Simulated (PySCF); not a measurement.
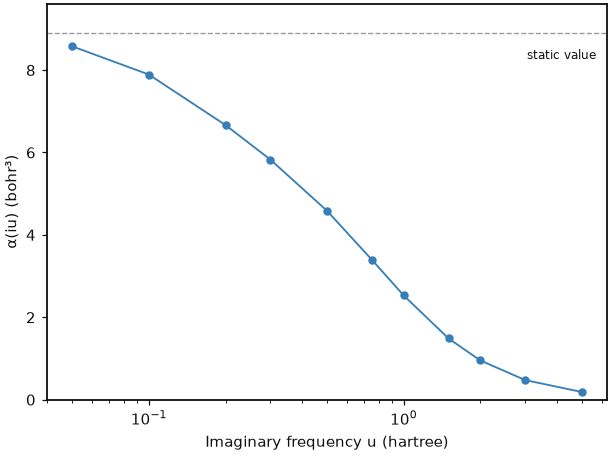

Dipole polarisability at imaginary frequency of Kr²⁺ ([Ar] 3d¹⁰ 4s² 4p³ 4d). Coupled response at the PBE0 level; PySCF, aug-cc-pVDZ-DK, spin-free X2C-1e, unrestricted single determinants, no spin-orbit coupling.

Question: Describe the response.

Answer: The static dipole polarisability is 8.90 bohr³; α(iu) falls to half of it near u = 0.52 hartree. The Casimir–Polder integral gives C₆ = 29.9 hartree bohr⁶ for two such species.
